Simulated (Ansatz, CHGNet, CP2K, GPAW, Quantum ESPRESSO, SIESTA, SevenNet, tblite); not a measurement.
## Atom list for Random cubic perovskite-type alloy of BaTiO3 and PbTiO3 (40 atoms)

Geometry: the built cell with every atom moved at random. Computed with CP2K 2026.2: Kohn-Sham DFT, PBE, GTH-PBE pseudopotentials, Gaussian and plane waves, DZVP-MOLOPT-SR-GTH, orbital transformation; 800/50 Ry; Γ point.

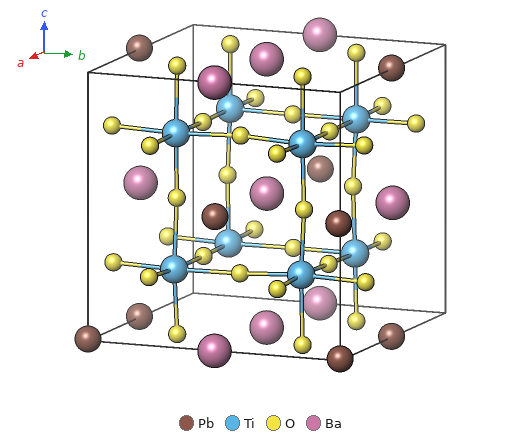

The structure (lead brown, titanium blue, oxygen yellow, barium pink). Some periodic images of atoms are drawn too.

Cell vectors (Å):

```
7.970 0.000 0.000
0.000 7.970 0.000
0.000 0.000 7.970
```

Positions (Å):

```
1 Pb 7.925 7.953 0.044
2 Ti 2.097 1.992 1.998
3 O 2.041 2.022 7.907
4 O 0.017 1.936 2.038
5 O 2.028 0.043 2.047
6 Pb 7.914 7.904 4.056
7 Ti 1.958 1.984 5.974
8 O 2.018 1.925 4.009
9 O 7.941 1.950 5.931
10 O 2.013 7.884 5.978
11 Ba 0.004 4.003 7.967
12 Ti 1.965 5.934 1.967
13 O 2.007 5.991 7.937
14 O 7.940 5.974 1.973
15 O 2.022 4.010 1.999
16 Pb 7.938 4.001 3.978
17 Ti 1.896 5.945 5.941
18 O 2.062 5.910 3.975
19 O 7.931 5.960 5.993
20 O 1.912 3.947 5.942
21 Pb 3.995 7.936 0.013
22 Ti 6.058 1.928 1.928
23 O 6.052 2.018 0.009
24 O 3.948 1.975 1.949
25 O 6.013 7.957 1.982
26 Ba 4.004 0.006 3.984
27 Ti 6.021 1.969 5.966
28 O 5.976 1.975 4.038
29 O 3.918 1.938 5.922
30 O 6.060 7.933 6.051
31 Ba 3.952 3.970 7.944
32 Ti 5.972 5.903 2.043
33 O 6.013 5.966 7.941
34 O 3.995 5.947 2.017
35 O 5.955 3.962 1.939
36 Ba 3.953 3.977 3.954
37 Ti 5.968 5.945 5.930
38 O 6.039 6.024 4.000
39 O 3.962 5.967 5.951
40 O 5.931 3.976 6.026
```

Q: Give the force and the charge of every atom.

Columns: atom, q, fx, fy, fz (forces in eV/Å, q the Mulliken charge in e).

```
1 1.19 0.083 -0.202 -0.116
2 0.64 -0.203 -1.892 -0.050
3 -0.66 -0.586 -0.185 0.675
4 -0.63 -1.252 0.561 -0.054
5 -0.64 -0.305 -0.133 -0.248
6 1.20 0.473 0.597 -0.254
7 0.64 0.909 -0.268 0.014
8 -0.65 -0.378 0.522 -0.586
9 -0.61 -0.327 -0.076 0.027
10 -0.63 -0.490 -0.210 -0.083
11 1.53 -0.130 -0.253 -0.015
12 0.67 -0.453 0.396 -0.111
13 -0.66 0.351 -0.231 1.151
14 -0.64 0.662 0.132 0.128
15 -0.67 -0.536 0.222 0.101
16 1.15 0.268 -0.574 0.049
17 0.62 -0.128 1.352 -0.388
18 -0.65 -0.241 0.177 -0.368
19 -0.62 0.779 -0.235 -0.182
20 -0.68 0.061 0.161 0.045
21 1.16 -0.238 -0.311 -0.454
22 0.64 2.082 -1.239 -0.208
23 -0.64 -0.562 0.035 0.689
24 -0.64 0.083 0.251 0.215
25 -0.64 -0.479 0.846 0.006
26 1.52 -0.395 -0.164 0.276
27 0.64 0.345 -0.509 -1.249
28 -0.66 -0.273 0.364 -0.145
29 -0.69 0.447 -0.049 0.316
30 -0.65 -0.363 0.578 0.163
31 1.44 0.393 0.250 -0.350
32 0.64 -0.346 -0.764 -1.325
33 -0.67 0.140 0.442 0.764
34 -0.68 0.467 0.448 -0.256
35 -0.67 -0.082 0.639 0.597
36 1.46 0.210 -0.299 0.612
37 0.61 -1.450 -0.150 0.954
38 -0.65 0.145 0.025 -0.469
39 -0.70 0.994 -0.140 0.170
40 -0.68 0.244 -0.120 -0.023
```

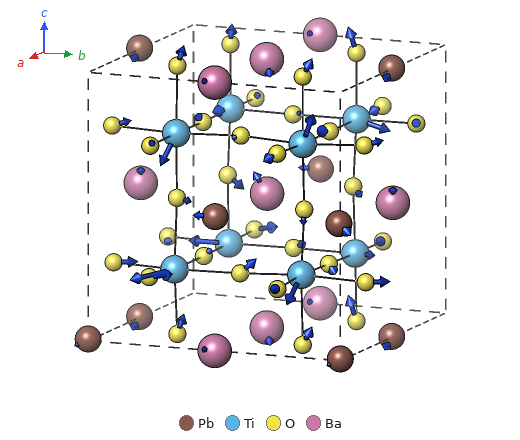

The forces as arrows, the longest 2.43 eV/Å. Some periodic images of atoms are drawn too.

Only the Γ point is sampled, in a cell whose shortest periodic width is 8 Å.

The r.m.s. force component is 0.551 eV/Å; the longest force, 2.43 eV/Å, acts on Ti22.

[Logs are printed without paths, hosts, clocks, repeated set-up lines and the standing remarks that a program may print on its own settings, such as how far it seeks lower states.]

[Hosts, paths, dates, database ids (printed as entryN), source tags and the programs' standing remarks are cut or masked in the printed files.]
